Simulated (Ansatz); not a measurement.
A15 Nb₃Sn (cubic form, which distorts at low temperature) was calculated with r²SCAN+rVV10 (PAW; Ansatz, a quantum-chemistry and plane-wave program).

Run with plane-wave cutoff 560 eV, 10×10×10 k mesh, Fermi–Dirac smearing 0.05 eV, no spin polarisation, scalar-relativistic PAW data made under PBE.

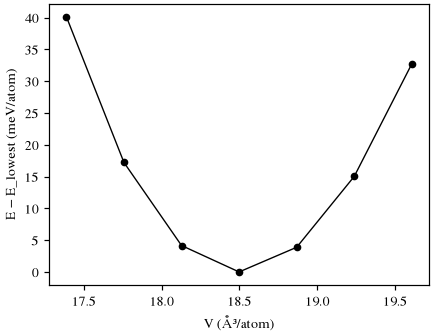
Fig. 1. Total energy against volume

Q: From the curve, estimate the equilibrium volume and the bulk modulus.

A: V0 ≈ 18.5 Å³/atom and B0 ≈ 170 GPa; the fit gives V0 = 18.498 Å³/atom, B0 = 174 GPa, B′ = 4.1.

Measured, for comparison: bulk modulus 165 GPa (4 K, zero-point motion not removed; as tabulated in Lu and Klein (1997), arXiv:cond-mat/9704251); equilibrium volume per atom 18.49 Å³/atom (temperature not stated, not corrected to a static lattice; as tabulated in Priinits et al. (2024), arXiv:2406.00817). Computed (rounded) less measured: bulk modulus +5 %, equilibrium volume per atom +0.1 %.

Note: symmetry holds this phase in the static calculation, where it need not be a minimum.

Spin–orbit coupling is not included.

Computed values are for the static lattice.
